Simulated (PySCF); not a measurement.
**One shape, several levels: BH3 (borane)**

Aim: a comparison of 6 runs (BHLYP/def2-TZVPPD, CAM-B3LYP/def2-TZVPPD, PBE0/def2-TZVPPD, SVWN5/def2-TZVPPD, SCS-MP2/def2-TZVPPD, CCSDT/def2-TZVPPD) of BH3 (borane). The job is set up through a Python script.

Program for the calculation: PySCF 2.14.0.

2 further runs of the same task are left out: 2 set aside as unsound or not needed. Runs told in other sessions of the task aren't counted.

## (1) The structure to begin with

BH3 has 4 atoms, charge 0, and is taken as a singlet. As SMILES, `B`. The coordinates come from a PBE0-D4/def2-TZVP relaxation.

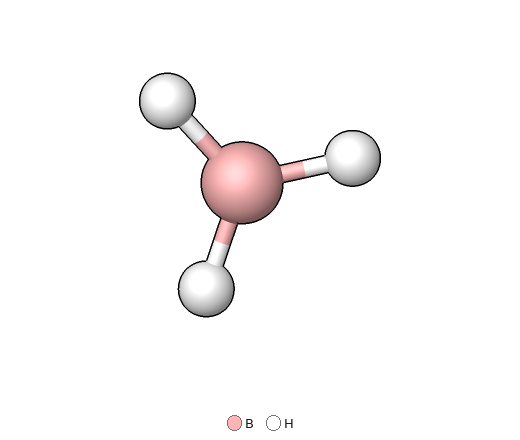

Viewed from a chosen angle; boron pink, hydrogen white.

## (2) A single-point energy at BHLYP/def2-TZVPPD (run 1)

The input, input.py:

```python
from pyscf import gto, dft

mol = gto.M(
    atom=[
    ('B', (0.013900, -0.015100, -0.005100)),
    ('H', (0.982200, 0.381700, 0.568800)),
    ('H', (-0.276200, -1.171800, 0.043000)),
    ('H', (-0.664400, 0.744900, -0.626900)),
],
    verbose=3,
    basis='def2-tzvppd',
    max_memory=1860,
)

mf = dft.RKS(mol, xc='bhandhlyp')
mf.conv_tol = 1e-10
mf.grids.level = 5
mf.kernel()
if not mf.converged:
    mf = mf.newton().run(mf.mo_coeff, mf.mo_occ)

e_final = mf.e_tot
print('E(%s) = %.9f' % ('BHLYP', e_final))
```

Run with:

```sh
OMP_NUM_THREADS=1 python input.py
```

Standard output:

```text
converged SCF energy = -26.6011698140611
E(BHLYP) = -26.601169814
```

Run time: 5.1 s. Hardware: 1 thread of Intel Xeon Platinum 8488C (Sapphire Rapids), shared host; peak memory 0.4 GiB.

## (3) A single-point energy at CAM-B3LYP/def2-TZVPPD (run 2)

The input, input.py:

```python
# B
from pyscf import gto, dft

mol = gto.Mole()
mol.atom = '''
B    0.013900  -0.015100  -0.005100
H    0.982200   0.381700   0.568800
H   -0.276200  -1.171800   0.043000
H   -0.664400   0.744900  -0.626900
'''
mol.charge = 0
mol.verbose = 4
mol.max_memory = 1860
mol.basis = 'def2-tzvppd'
mol.build()

mf = dft.RKS(mol)
mf.xc = 'cam-b3lyp'
mf.conv_tol = 1e-10
mf.grids.level = 5
mf.kernel()
if not mf.converged:
    mf = mf.newton().run(mf.mo_coeff, mf.mo_occ)

e_tot = mf.e_tot
print('Final energy', e_tot)
```

Run with:

```sh
OMP_NUM_THREADS=1 python input.py
```

Standard output:

```text
PySCF version 2.14.0

[... 66 lines left out ...]
converged SCF energy = -26.5922425983448
Final energy -26.59224259834476
```

Wall time 6.9 s (1 thread of Intel Xeon Platinum 8488C (Sapphire Rapids), shared host); peak memory 0.41 GiB.

## (4) A single-point energy at PBE0/def2-TZVPPD (run 3)

The input, start.xyz:

```xyz
4
BH3
B      0.013900    -0.015100    -0.005100
H      0.982200     0.381700     0.568800
H     -0.276200    -1.171800     0.043000
H     -0.664400     0.744900    -0.626900
```

The input, calc.py:

```python
from pyscf import gto, dft

mol = gto.M(
    atom='start.xyz',
    verbose=3,
    basis='def2-tzvppd',
    max_memory=1860,
)

mf = dft.RKS(mol, xc='pbe0')
mf.grids.level = 5
mf.conv_tol = 1e-10
mf.kernel()
if not mf.converged:
    mf = mf.newton().run(mf.mo_coeff, mf.mo_occ)

e_tot = mf.e_tot
print('E = %.10f Eh' % e_tot)
```

Run with:

```sh
OMP_NUM_THREADS=1 python calc.py
```

Standard output:

```text
converged SCF energy = -26.566320191707
E = -26.5663201917 Eh
```

Wall time 5.7 s (1 thread of Intel Xeon Platinum 8488C (Sapphire Rapids), shared host); peak memory 0.4 GiB.

Runs 4 to 5 aren't shown in full; the table further down has their settings and results.

## (5) The energy at CCSDT/def2-TZVPPD (run 6)

The input, mol.xyz:

```xyz
4
BH3
B      0.013900    -0.015100    -0.005100
H      0.982200     0.381700     0.568800
H     -0.276200    -1.171800     0.043000
H     -0.664400     0.744900    -0.626900
```

The input, job.py:

```python
# B
from pyscf import gto, scf, cc

mol = gto.M(
    atom='mol.xyz',
    max_memory=1860,
    verbose=3,
    basis='def2-tzvppd',
    charge=0,
)

mf = scf.RHF(mol)
mf.conv_tol = 1e-10
mf.kernel()
if not mf.converged:
    mf = mf.newton().run(mf.mo_coeff, mf.mo_occ)

mycc = cc.CCSDT(mf, frozen=1)
mycc.kernel()
e_tot = mycc.e_tot
print('E = %.10f Eh' % e_tot)
```

Run with:

```sh
OMP_NUM_THREADS=1 python job.py
```

Standard output:

```text
converged SCF energy = -26.4006558837801
_make_eris_incore_RCCSDT

WARN: A large `blksize` is being used, which may cause large memory consumption
      for storing contraction intermediates. If memory is sufficient, consider using
      `pyscf.cc.rccsdt_highm.RCCSDT` instead.

WARN: A large `blksize_oovv` is being used, which may cause large memory consumption
      for storing contraction intermediates. If memory is sufficient, consider using
      `pyscf.cc.rccsdt_highm.RCCSDT` instead.

WARN: A large `blksize_oooo` is being used, which may cause large memory consumption
      for storing contraction intermediates. If memory is sufficient, consider using
      `pyscf.cc.rccsdt_highm.RCCSDT` instead.

WARN: Estimated memory usage exceeds the allowed limit for RCCSDT

WARN: The calculation may run out of memory

WARN: Consider reducing `blksize`, `blksize_oooo`, and `blksize_oovv` to reduce memory usage

RCCSDT converged
E(RCCSDT) = -26.53897035977623   E_corr = -0.1383144759961346
E_corr(same-spin) = -0.0129270315182402
E_corr(oppo-spin) = -0.125387444477894
E = -26.5389703598 Eh
```

It took 5.8 min on 1 thread of Intel Xeon Platinum 8488C (Sapphire Rapids), shared host; peak memory 3.1 GiB.

## (6) Overview of the runs

| run | level | integration grid | frozen core orbitals | energy (Eh) | dipole moment (D) of the reference | HOMO energy (eV) | LUMO energy (eV) | wall time |
| --- | --- | --- | --- | --- | --- | --- | --- | --- |
| 1 | BHLYP/def2-TZVPPD | 5 | – | -26.601170 | 0.00 | -11.34 | -0.92 | 5.1 s |
| 2 | CAM-B3LYP/def2-TZVPPD | 5 | – | -26.592243 | 0.00 | -11.45 | -0.89 | 6.9 s |
| 3 | PBE0/def2-TZVPPD | 5 | – | -26.566320 | 0.00 | -9.92 | -1.96 | 5.7 s |
| 4 | SVWN5/def2-TZVPPD | 5 | – | -26.273728 | 0.00 | -8.48 | -3.37 | 3 s |
| 5 | SCS-MP2/def2-TZVPPD | – | 1 | -26.527089 | 0.00 | -13.55 | 1.31 | 1.4 s |
| 6 | CCSDT/def2-TZVPPD | – | 1 | -26.538970 | 0.00 | -13.55 | 1.31 | 5.8 min |

## (7) Summary of results

| quantity | value |
| --- | --- |
| run 6: total energy | -26.53897 Eh |
| run 6: dipole moment (Hartree–Fock density) | 0.00 D |
| run 6: HOMO energy (Hartree–Fock orbitals) | -13.55 eV |
| run 6: LUMO energy (Hartree–Fock orbitals) | 1.31 eV |
| run 6: HOMO–LUMO gap (Hartree–Fock orbitals) | 14.85 eV |
| run 6: correlation energy (1 core orbital frozen) | -138.3 mEh |
| run 6: T1 diagnostic | 0.006 |

**Reading.** Over runs 1, 2, 3, 4 the HOMO–LUMO gap runs from 5.10 eV (SVWN5/def2-TZVPPD) to 10.56 eV (CAM-B3LYP/def2-TZVPPD). Totals of different functionals can't be ranked against each other. All runs together took 6.2 min, the longest 5.8 min.
